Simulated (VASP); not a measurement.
Input:

```xyz
2
Lattice="0.0000 2.4629 2.4629 2.4629 0.0000 2.4629 2.4629 2.4629 0.0000" Properties=species:S:1:pos:R:3 pbc="T T T"
Gd     0.0000     0.0000     0.0000
N      2.4629     2.4629     2.4629
```

Calculation: AM05 GGA, VASP's PBE PAW potentials (set 64) (plane waves; VASP). Settings: 520 eV cut-off, 14×14×14 Γ-centred mesh, tetrahedra with Blöchl corrections, potentials Gd_3 N.

The 4f electrons are frozen in the core of the lanthanide potential, so 4f levels, which can set the real gap, and their magnetism are missing.

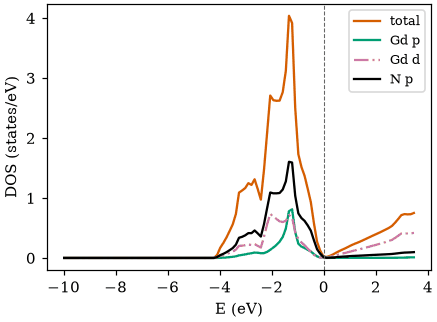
Fig. 1. Total and projected density of states, zero at the Fermi level

Within 2 eV below the Fermi level the largest weight inside VASP's projection spheres is N p, then Gd d.

It has no gap at this level: it comes out as a metal or semimetal.

The compound is GdN in the rock salt structure. It was relaxed first.
